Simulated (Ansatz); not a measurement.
How methods differ on SiH2OF (SMILES O[SiH]F)

SiH2OF: 5 atoms, total charge 0, spin state doublet. SMILES: `O[SiH]F`. The coordinates come from a PBE0-D4/def2-TZVP relaxation. This is one conformer, not always the lowest.

```xyz
5

O    -0.6152   -0.8846   -0.2763
Si    0.2839    0.2457    0.4931
F     0.2070    1.6465   -0.2831
H    -1.5645   -0.7651   -0.3380
H     1.6888   -0.2426    0.4044
```

Each level gives the energy change with the O1–Si2 bond stretched from 1.636 to 2.046 Å (eV). The values are calculated.

```json
{"level": "U-revPBE/STO-3G", "kind": "GGA", "program": "Ansatz", "value (eV)": "0.78", "less FCI/STO-3G": "-0.30", "CPU time (all runs)": "4.2 s"}
{"level": "UPBE/STO-3G", "kind": "GGA", "program": "Ansatz", "value (eV)": "0.86", "less FCI/STO-3G": "-0.22", "CPU time (all runs)": "4 s"}
{"level": "U-r2SCAN0/STO-3G", "kind": "hybrid meta-GGA", "program": "Ansatz", "value (eV)": "1.25", "less FCI/STO-3G": "+0.17", "CPU time (all runs)": "11 s"}
{"level": "UBHLYP/STO-3G", "kind": "global hybrid", "program": "Ansatz", "value (eV)": "1.33", "less FCI/STO-3G": "+0.25", "CPU time (all runs)": "4.4 s"}
{"level": "UCAM-B3LYP/STO-3G", "kind": "range-separated hybrid", "program": "Ansatz", "value (eV)": "1.22", "less FCI/STO-3G": "+0.14", "CPU time (all runs)": "5.3 s"}
{"level": "RPA@PBE/STO-3G", "kind": "RPA", "program": "Ansatz", "value (eV)": "0.85", "less FCI/STO-3G": "-0.23", "CPU time (all runs)": "5.4 s"}
{"level": "UCCSDT(Q)/STO-3G", "kind": "coupled cluster or CI", "program": "Ansatz", "value (eV)": "1.08", "less FCI/STO-3G": "0.00", "CPU time (all runs)": "4.1 s"}
{"level": "UCCSDT/STO-3G", "kind": "coupled cluster or CI", "program": "Ansatz", "value (eV)": "1.09", "less FCI/STO-3G": "+0.01", "CPU time (all runs)": "3 s"}
{"level": "FCI/STO-3G", "kind": "exact in the basis", "program": "Ansatz", "value (eV)": "1.08", "less FCI/STO-3G": "0.00", "CPU time (all runs)": "37 s"}
```

FCI/STO-3G is exact within its basis and frozen core, so for wave-function methods in that basis the difference is their error; functionals converge differently with the basis, so for them it is only a difference. The first shape isn't each level's own minimum. The values span 0.78 to 1.33 eV. Spin contamination of the reference (⟨S²⟩ at least 0.1 too high) touches UCCSDT(Q)/STO-3G, UCCSDT/STO-3G. All rows use very small basis sets, so even the best lies far from the true value. CPU times are rough (shared hosts, several kinds of processor): they show what a rung costs within a factor of a few.

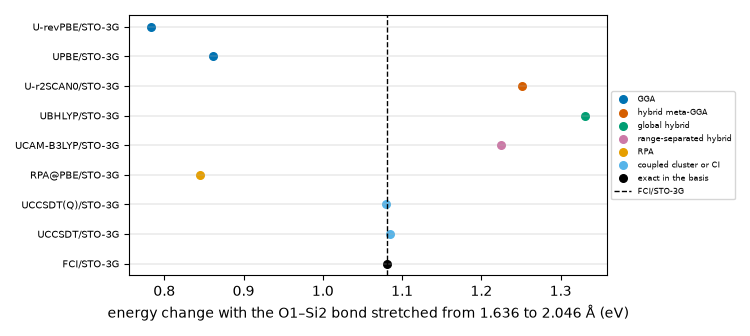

The values of the table, level by level.
